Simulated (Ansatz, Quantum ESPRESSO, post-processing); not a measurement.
# The work function of Ti(0001), 6 layers, level by level, part 2 of 2

Wanted: work functions and the surface dipole of Ti(0001), 6 layers at several levels, with their cost.

Quantum ESPRESSO 7.5; plane-wave DFT, PBE, GBRV ultrasoft pseudopotentials; cross-check by Ansatz 0.2.0 with PAW datasets.

So far. Step 12 (Potential by pp.x): The upper face goes from 4.412 eV (PBE, GBRV) to 4.450 eV, a change of +0.038 eV.

## (13) Self-consistent run: LDA, GBRV ultrasoft

Level of this step: plane-wave DFT, LDA, GBRV ultrasoft pseudopotentials (Quantum ESPRESSO 7.5).

Contents of gbrv-lda.in:

```
&control
  prefix = 'gbrv-lda'
  outdir = './out'
  pseudo_dir = './pseudo'
  calculation = 'scf'
  tprnfor = .true.
/
&system
  ibrav = 0
  nat = 6
  ntyp = 1
  ecutwfc = 40
  ecutrho = 200
  occupations = 'smearing'
  smearing = 'mv'
  degauss = 0.02
/
&electrons
  conv_thr = 1e-07
  mixing_beta = 0.4
  electron_maxstep = 120
  mixing_mode = 'local-TF'
/
ATOMIC_SPECIES
  Ti  47.8670  ti_lda_v1.4.uspp.F.UPF
CELL_PARAMETERS angstrom
  2.95000000000000 0.00000000000000 0.00000000000000
  1.47500000000000 2.55477494116409 0.00000000000000
  0.00000000000000 0.00000000000000 27.71150000000000
ATOMIC_POSITIONS crystal
  Ti  0.666666666700 0.666666666700 0.293910159200
  Ti  0.000000000000 0.000000000000 0.372071779300
  Ti  0.666666666700 0.666666666700 0.457737762300
  Ti  0.000000000000 0.000000000000 0.542262237700
  Ti  0.666666666700 0.666666666700 0.627928220700
  Ti  0.000000000000 0.000000000000 0.706089840800
K_POINTS automatic
  12 12 1 0 0 0
```

Launch:

```console
$ OMP_NUM_THREADS=1 mpirun -n 4 pw.x -nk 4 -in gbrv-lda.in > gbrv-lda.out
```

Run time: 70 s. Hardware: 4 MPI ranks of Arm Neoverse V1, shared host; peak memory 0.62 GiB.

This step gave:

```
free energy  : -9731.7452 eV
Fermi energy : 4.361 eV
```

## (14) Electrostatic potential

Contents of gbrv-lda.pot.in:

```
&inputpp
  prefix = 'gbrv-lda'
  outdir = './out'
  filplot = 'gbrv-lda.pot.dat'
  plot_num = 11
/
```

Launch:

```console
$ OMP_NUM_THREADS=1 mpirun -n 4 pp.x -in gbrv-lda.pot.in > gbrv-lda.pot.out
```

Elapsed: 0.83 s, on 4 MPI ranks; peak memory 0.12 GiB.

Read from the output:

```
work function of the upper face                                       : 4.568 eV
slope of the potential above                                          : 9.54e-4 eV/Å
upper vacuum line continued to the top atoms, over the Fermi level    : 4.563 eV
work function of the lower face                                       : 4.568 eV
slope of the potential below                                          : -7.05e-4 eV/Å
lower vacuum line continued to the bottom atoms, over the Fermi level : 4.564 eV
```

The upper face goes from 4.412 eV (PBE, GBRV) to 4.568 eV, a change of +0.156 eV.

## (15) The same in Ansatz

A second code with its own PAW datasets, on the same atoms.

Level of this step: plane-wave DFT, PBE, Ansatz PAW (Ansatz 0.2.0).

Contents of input.yaml:

```yaml
crystal:
  lattice:
    - [2.95, 0.0, 0.0]
    - [1.475, 2.5547749412, 0.0]
    - [0.0, 0.0, 27.7115]
  atoms:
    - { symbol: Ti, position: [0.6666666667, 0.6666666667, 0.2939101592] }
    - { symbol: Ti, position: [0.0, 0.0, 0.3720717793] }
    - { symbol: Ti, position: [0.6666666667, 0.6666666667, 0.4577377623] }
    - { symbol: Ti, position: [0.0, 0.0, 0.5422622377] }
    - { symbol: Ti, position: [0.6666666667, 0.6666666667, 0.6279282207] }
    - { symbol: Ti, position: [0.0, 0.0, 0.7060898408] }
kpoints:
  mp_grid: { grid: [12, 12, 1] }
hamiltonian:
  xc: pbe
scf:
  occupations: { method: fermi_dirac, width: 0.1 }
  convergence: { dr2_threshold: 1.0e-08 }
efield:
  axis: 3
  dipole_correction: true
  ramp_position: 0.97
  ramp_width: 0.04
output:
  write_potential: true
  write_density: true
  volumetric_format: npy
```

Launch:

```console
$ ansatz run input.yaml --threads 4 --pin off --max-ram 8192MiB --backend cpu --events-out ev --progress --plain --runs-dir out
```

Elapsed: 6.9 s, on 4 threads; peak memory 0.59 GiB; 27 s of CPU time.

This step gave:

| Quantity | Value |
| --- | --- |
| free energy | -14996.2950 eV |
| energy at zero smearing | -14996.1402 eV |
| smearing term TS | 0.3096 eV |
| Fermi energy | 4.604 eV |
| symmetry operations | 6 |
| work function of the upper face | 4.371 eV |
| work function of the lower face | 4.371 eV |
| dipole along the normal | -5.28e-7 e·Å |

The potential energy (planar mean) oscillates, so the rows of the table below give means over windows of 2.31 Å about each position, cut where the curve ends. Its maxima inside the range that stand out by 2 % of the span (Å: eV): 9.2: -1.35, 11.5: -0.258, 13.9: -0.400, 16.2: -0.258, 18.5: -1.35. Its minima: 8.1: -12.7, 10.2: -12.5, 12.7: -12.6, 15.0: -12.6, 17.5: -12.5, 19.6: -12.7.

Electrostatic potential energy of an electron, with the sawtooth; zero at the Fermi level. Table of potential energy by z; means over each step:

```
z (Å)  planar mean (eV)  running mean (eV)
 1.16              4.37               4.37
 3.46              4.37               4.36
 5.77              3.68               2.88
 8.08             -6.92              -6.15
10.39             -6.78              -6.89
12.70             -6.74              -6.61
15.01             -6.74              -6.61
17.32             -6.79              -6.90
19.63             -6.91              -6.12
21.94              3.69               2.90
24.25              4.37               4.36
26.56              4.37               4.37
```

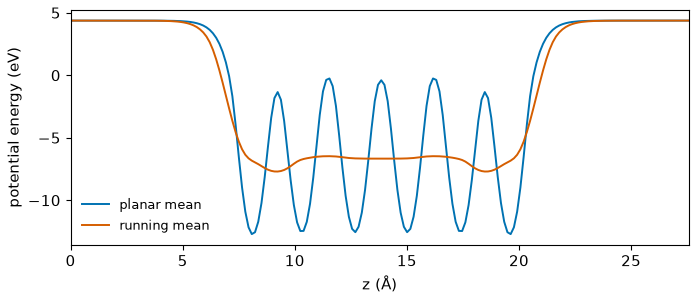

Potential energy, plotted against z.

The valence density oscillates, so the rows of the table below give means over windows of 2.31 Å about each position, cut where the curve ends. Its maxima inside the range that stand out by 2 % of the span (Å: e/Å³): 8.1: 1.48, 10.2: 1.48, 12.7: 1.50, 15.0: 1.50, 17.5: 1.48, 19.6: 1.48. Its minima: 9.2: 0.226, 11.5: 0.183, 13.9: 0.187, 16.2: 0.183, 18.5: 0.226.

Mean over planes. The valence density by z; means over each step:

```
z (Å)  valence density (e/Å³)
 3.46                  1.2e-4
 5.77                  0.0160
 8.08                   0.674
10.39                   0.692
12.70                   0.686
15.01                   0.686
17.32                   0.692
19.63                   0.674
21.94                  0.0158
24.25                  1.1e-4
```

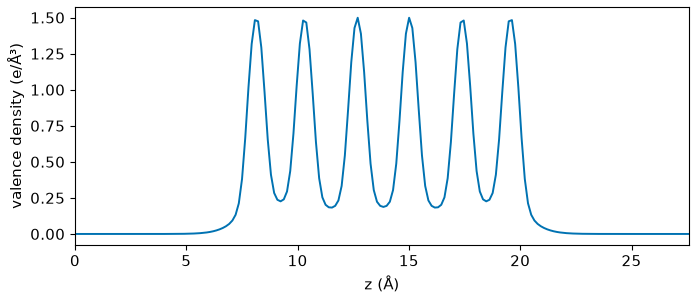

Valence density against z.

Ansatz gives 4.371 eV against 4.412 eV.

## (16) All levels side by side

All levels:

```
                                         level  upper face (eV)  lower face (eV)  dipole (e Å)  CPU time (s)
                         QE PBE GBRV, periodic            4.412            4.412             -         256.8
                          QE PBE GBRV, ESM bc1             4.41             4.41             -         419.5
              QE RPBE GBRV ultrasoft, periodic            4.313            4.314             -         256.2
QE PBEsol PseudoDojo norm-conserving, periodic             4.45             4.45             -         808.3
               QE LDA GBRV ultrasoft, periodic            4.568            4.568             -         278.2
                      Ansatz PBE PAW, sawtooth            4.371            4.371      -5.28e-7         26.61
```

The times are CPU seconds on a shared host; the codes use unlike cutoffs, datasets and smearings, so their times compare unlike work.

## (17) Self-consistent run, with conv_thr = 0.0001

A sensitivity test on the input.

Level of this step: plane-wave DFT, PBE, GBRV ultrasoft pseudopotentials (Quantum ESPRESSO 7.5).

Contents of esm.w0.in:

```
&control
  prefix = 'esm.w0'
  outdir = './out'
  pseudo_dir = './pseudo'
  calculation = 'scf'
  tprnfor = .true.
/
&system
  ibrav = 0
  nat = 6
  ntyp = 1
  ecutwfc = 40
  ecutrho = 200
  occupations = 'smearing'
  smearing = 'mv'
  degauss = 0.02
  assume_isolated = 'esm'
  esm_bc = 'bc1'
/
&electrons
  conv_thr = 0.0001
  mixing_beta = 0.4
  electron_maxstep = 120
  mixing_mode = 'local-TF'
/
ATOMIC_SPECIES
  Ti  47.8670  ti_pbe_v1.4.uspp.F.UPF
CELL_PARAMETERS angstrom
  2.95000000000000 0.00000000000000 0.00000000000000
  1.47500000000000 2.55477494116409 0.00000000000000
  0.00000000000000 0.00000000000000 27.71150000000000
ATOMIC_POSITIONS crystal
  Ti  0.666666666700 0.666666666700 -0.206089840800
  Ti  0.000000000000 0.000000000000 -0.127928220700
  Ti  0.666666666700 0.666666666700 -0.042262237700
  Ti  0.000000000000 0.000000000000 0.042262237700
  Ti  0.666666666700 0.666666666700 0.127928220700
  Ti  0.000000000000 0.000000000000 0.206089840800
K_POINTS automatic
  12 12 1 0 0 0
```

Launch:

```console
$ OMP_NUM_THREADS=1 mpirun -n 4 pw.x -nk 4 -in esm.w0.in > esm.w0.out
```

The job ended after 71 s (4 MPI ranks; peak memory 0.5 GiB).

The changed values were drawn from a wide range, not chosen for quality; the comparison shows what they did here together.

Beside the run it was changed from:

```
                                                           quantity   this run  unchanged run  difference
vacuum line at the upper end of the cell, over the Fermi level (eV)      4.354          4.410      -0.056
vacuum line at the lower end of the cell, over the Fermi level (eV)      4.354          4.410      -0.056
                                                   free energy (eV)  -9733.083      -9733.085      0.0017
                                                      wall time (s)         71            105            
                                                     SCF iterations         16             22
```

The free energy moves by +0.28 meV an atom.

Levels move by up to 56 meV, so the change matters at the level of the results.

## (18) Ground state, with no degauss

Another try, with an input changed as a hurried user might.

Contents of esm.bad.in:

```
&control
  prefix = 'esm.bad'
  outdir = './out'
  pseudo_dir = './pseudo'
  calculation = 'scf'
  tprnfor = .true.
/
&system
  ibrav = 0
  nat = 6
  ntyp = 1
  ecutwfc = 40
  ecutrho = 200
  occupations = 'smearing'
  smearing = 'mv'
  assume_isolated = 'esm'
  esm_bc = 'bc1'
/
&electrons
  conv_thr = 1e-07
  mixing_beta = 0.4
  electron_maxstep = 75
  mixing_mode = 'local-TF'
/
ATOMIC_SPECIES
  Ti  47.8670  ti_pbe_v1.4.uspp.F.UPF
CELL_PARAMETERS angstrom
  2.95000000000000 0.00000000000000 0.00000000000000
  1.47500000000000 2.55477494116409 0.00000000000000
  0.00000000000000 0.00000000000000 27.71150000000000
ATOMIC_POSITIONS crystal
  Ti  0.666666666700 0.666666666700 -0.206089840800
  Ti  0.000000000000 0.000000000000 -0.127928220700
  Ti  0.666666666700 0.666666666700 -0.042262237700
  Ti  0.000000000000 0.000000000000 0.042262237700
  Ti  0.666666666700 0.666666666700 0.127928220700
  Ti  0.000000000000 0.000000000000 0.206089840800
K_POINTS automatic
  12 12 1 0 0 0
```

Launch:

```console
$ OMP_NUM_THREADS=1 mpirun -n 4 pw.x -nk 4 -in esm.bad.in > esm.bad.out
```

Elapsed: 0.49 s, on 4 MPI ranks; peak memory 0.12 GiB.

The program refused the input before any cycle.

The program's message: “Error in routine  set_occupations (1): smearing requires a value for gaussian broadening (degauss)”

The change that led to it: system.degauss left out.

The message: “set_occupations (1): smearing requires a value for gaussian broadening (degauss)”. Smearing needs a width: set degauss, in Ry.

## (19) A check by hand

In the first self-consistent run, on its own zero, the Fermi level is 4.604 eV and the upper vacuum level 9.016 eV: φ = 9.016 − (4.604) = 4.412 eV.

## (20) What came out

* work function of the upper face, PBE, GBRV: 4.41 eV
* work function of the lower face, PBE, GBRV: 4.41 eV
* upper face by ESM: 4.41 eV
* upper face by Ansatz: 4.37 eV

In words: At the first level (PBE, GBRV ultrasoft) the work function comes to 4.41 eV on both faces. ESM differs from the periodic treatment by -2 meV on the upper face and -2 meV on the lower. Over the levels tried the upper face spans 4.31 eV (QE RPBE GBRV ultrasoft, periodic) to 4.57 eV (QE LDA GBRV ultrasoft, periodic). Quantum ESPRESSO and Ansatz give 4.41 and 4.37 eV for the upper face, which agree. Ansatz ran with Fermi-Dirac smearing of 0.1 eV against cold smearing of 0.02 Ry, which alone can move a level by some tens of meV. With 12×12 points and so few layers the values hold to some 0.05 to 0.1 eV. The slab is cut at a tabulated measured bulk lattice constant, given to two decimals.

Computed beside measured:

```
                                                                     quantity  measured      QE PBE GBRV  QE PBE GBRV, ESM bc1     QE RPBE GBRV  QE PBEsol PseudoDojo      QE LDA GBRV   Ansatz PBE PAW
work function, loosely compared (polycrystalline sample, no single face) (eV)      4.33  4.41 (+0.08 eV)       4.41 (+0.08 eV)  4.31 (-0.02 eV)       4.45 (+0.12 eV)  4.57 (+0.24 eV)  4.37 (+0.04 eV)
```

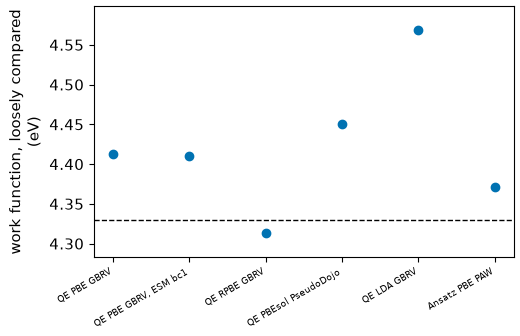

The work function, loosely compared by level; the dashed line is the measured value.

Measured values from arxiv:1902.07811 (2019).

Verdict: For the work function, set beside that of the polycrystal,, of the levels listed nearest comes QE RPBE GBRV (-0.02 eV) and farthest QE LDA GBRV (+0.24 eV). A polycrystal averages over faces, so this is a loose comparison.

[Logs are printed without paths, hosts, clocks, repeated set-up lines and the standing remarks that a program may print on its own settings, such as how far it seeks lower states.]

[Hosts, paths, dates, database ids (printed as entryN), source tags and the programs' standing remarks are cut or masked in the printed files.]

[Maps of the electrostatic potential energy from Ansatz leave out the sawtooth potential of an applied field or a dipole correction, so their vacuum need not be flat; planar profiles and work functions include it.]
